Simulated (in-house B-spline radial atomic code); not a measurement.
## RPA and GW calculation, with input and output: As⁵⁺

- system: As⁵⁺, configuration [Ar] 3d10.
- method: RPA, second-order and SOSEX correlation energies and G0W0 (contour deformation) on a non-relativistic mean field, all electrons, B-spline basis (in-house B-spline radial atomic code)

Key numbers:

- outcome: converged
- mean-field total energy: −2229.75963 hartree
- total energy with exact exchange alone: −2228.24311 hartree
- exact exchange energy: −79.92598 hartree
- RPA correlation, extrapolated in the angular momentum of the empty orbitals: −2.06276 hartree
- RPA correlation, as summed: −2.03714 hartree
- direct second-order term: −2.35210 hartree
- second-order exchange term: 0.68302 hartree
- SOSEX term: 0.63359 hartree
- hardware: 1 CPU thread, shared host
- wall time: 2.1 s

Notes:

To bear in mind: relativity is absent.

The input:
```
Z = 33
electrons = 28.0
configuration = [Ar] 3d10
hamiltonian = nr
method = wb97x
lmax = 9
spin_polarised = False
box_radius = 10.43
intervals = 50
```

Launched within a batch (the task file carries these settings):
```bash
python <driver script> task.json out
```

The program writes its results to a structured record and prints no log; tables and figures of this report are taken from that record.

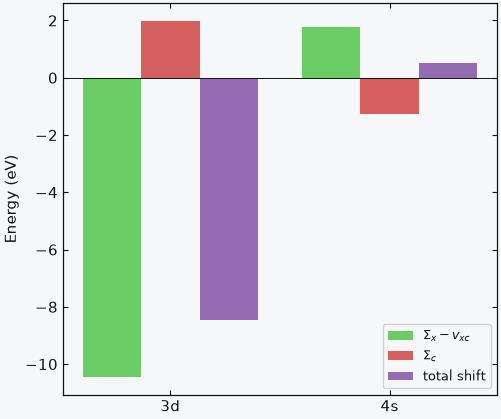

Fig. 1: Parts of the G₀W₀ correction to each level for As⁵⁺ ([Ar] 3d¹⁰). All-electron spherical atom, non-relativistic, wB97X start, no spin-orbit coupling, Breit or QED terms; computed with a B-spline radial code. The quasi-particle equation is solved at full frequency; levels of low quasi-particle weight Z are left out. Σ columns are in eV, and Σc holds an estimate for the angular momenta beyond the basis. G₀W₀ moves the highest occupied level, 3d, from −114.02 to −122.49 eV (renormalisation factor Z = 0.96). The empty level 4s goes from −62.35 to −61.82 eV.

```
Level  Mean field (eV)  Σx − vxc (eV)  Σc (eV)     Z  G₀W₀ (eV)
   3d          −114.02         −10.45     1.98  0.96    −122.49
   4s           −62.35           1.78    −1.25  0.99     −61.82
```
